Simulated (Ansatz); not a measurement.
**Redistribution: C4H9Br + C2H3Cl3 → C5H12 + CBrCl3**

Species: C4H9Br (2-bromo-2-methylpropane) `CC(C)(C)Br`, singlet; C2H3Cl3 (1,1,1-trichloroethane) `CC(Cl)(Cl)Cl`, singlet; C5H12 `CC(C)(C)C`, singlet; CBrCl3 (bromotrichloromethane) `ClC(Cl)(Cl)Br`, singlet. The partners trade Br for CH3; both sit on C, so the bond types are kept.

Shapes, held fixed at every level: PBE0-D4/def2-TZVP. Programs: Ansatz 0.2.0. Electronic energies: no zero-point or thermal term.

```csv
level,kind,ΔE (kJ/mol),less CCSD(T)/def2-TZVPP
HF/def2-SVP,Hartree–Fock,+95.3,+20.9
HF/def2-TZVPP,Hartree–Fock,+90.1,+15.7
SPW92/def2-TZVPP,LDA,+66.1,-8.3
BHLYP-D4/def2-TZVPP,global hybrid,+77.7,+3.3
r2SCAN0-D4/def2-TZVPP,global hybrid,+76.9,+2.5
MP2/def2-SVP,perturbation theory,+75.2,+0.8
CCSD(T)/def2-SVP,coupled cluster or CI,+76.0,+1.6
CCSD(T)/def2-TZVPP,coupled cluster or CI,+74.4,0.0
```

The highest level, CCSD(T)/def2-TZVPP, gives ΔE = +74.4 kJ/mol; the levels span +66.1 to +95.3. The column of differences is taken from that level and isn't an error. No measured value is set beside it here. Relativity is left out for Br. Outer-core shells of Br are correlated, in sets that cover them unevenly.

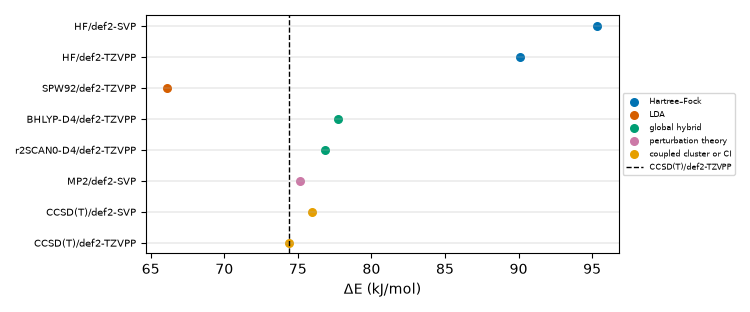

The values of the table, level by level.
